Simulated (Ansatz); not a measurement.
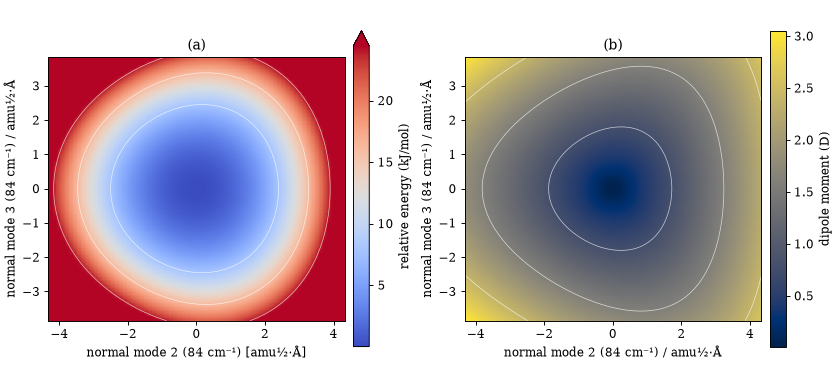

YCl3. The first coordinate is: normal mode 2 (84 cm⁻¹); the second: normal mode 3 (84 cm⁻¹). Nothing is relaxed (straight displacements along the two mass-weighted modes). The grid has 15 × 15 points; 120 points were computed and 105 follow by symmetry. Points are written as (first, second). Energies: kJ/mol, counted from the lowest grid point. Computed with RHF/def2-TZVP (Ansatz 0.2.0).

Panel (a) is the energy; panel (b) is the computed dipole moment, in D.

The picture shows a smooth colour map with a few white contour lines, one colour for all values above the top of the scale. Between grid points the surface is interpolated.

### How does the dipole moment vary over the map, and what is it at the lowest grid point?

Leaving out the highest fifth of the energies, it runs from 0.00 D at (0.00 amu½·Å, 0.00 amu½·Å) to 2.20 D at (−1.85 amu½·Å, −3.85 amu½·Å). At the lowest grid point, (0.00 amu½·Å, 0.00 amu½·Å), it is 0.00 D.

```csv
"normal mode 3 (84 cm⁻¹) ↓, normal mode 2 (84 cm⁻¹) →",−4.32,−3.70,−3.09,−2.47,−1.85,−1.23,−0.62,0.00,0.62,1.23,1.85,2.47,3.09,3.70,4.32
3.85,3.05,2.82,2.60,2.39,2.20,2.04,1.90,1.79,1.74,1.74,1.80,1.92,2.10,2.33,2.61
3.30,2.76,2.53,2.31,2.11,1.92,1.75,1.61,1.52,1.48,1.50,1.59,1.74,1.95,2.21,2.51
2.75,2.50,2.27,2.05,1.84,1.64,1.47,1.34,1.25,1.23,1.28,1.40,1.58,1.82,2.10,2.42
2.20,2.27,2.04,1.81,1.59,1.39,1.21,1.07,0.99,0.99,1.07,1.23,1.45,1.71,2.02,2.36
1.65,2.08,1.84,1.60,1.37,1.16,0.97,0.82,0.74,0.76,0.88,1.08,1.34,1.63,1.95,2.30
1.10,1.93,1.69,1.44,1.20,0.97,0.76,0.58,0.49,0.54,0.72,0.97,1.25,1.57,1.91,2.27
0.55,1.84,1.59,1.34,1.09,0.84,0.60,0.37,0.24,0.36,0.61,0.89,1.20,1.53,1.88,2.25
0.00,1.81,1.55,1.30,1.05,0.79,0.53,0.27,0.00,0.28,0.57,0.87,1.18,1.52,1.87,2.24
−0.55,1.84,1.59,1.34,1.09,0.84,0.60,0.37,0.24,0.36,0.61,0.89,1.20,1.53,1.88,2.25
−1.10,1.93,1.69,1.44,1.20,0.97,0.76,0.58,0.49,0.54,0.72,0.97,1.25,1.57,1.91,2.27
−1.65,2.08,1.84,1.60,1.37,1.16,0.97,0.82,0.74,0.76,0.88,1.08,1.34,1.63,1.95,2.30
−2.20,2.27,2.04,1.81,1.59,1.39,1.21,1.07,0.99,0.99,1.07,1.23,1.45,1.71,2.02,2.36
−2.75,2.50,2.27,2.05,1.84,1.64,1.47,1.34,1.25,1.23,1.28,1.40,1.58,1.82,2.10,2.42
−3.30,2.76,2.53,2.31,2.11,1.92,1.75,1.61,1.52,1.48,1.50,1.59,1.74,1.95,2.21,2.51
−3.85,3.05,2.82,2.60,2.39,2.20,2.04,1.90,1.79,1.74,1.74,1.80,1.92,2.10,2.33,2.61
```
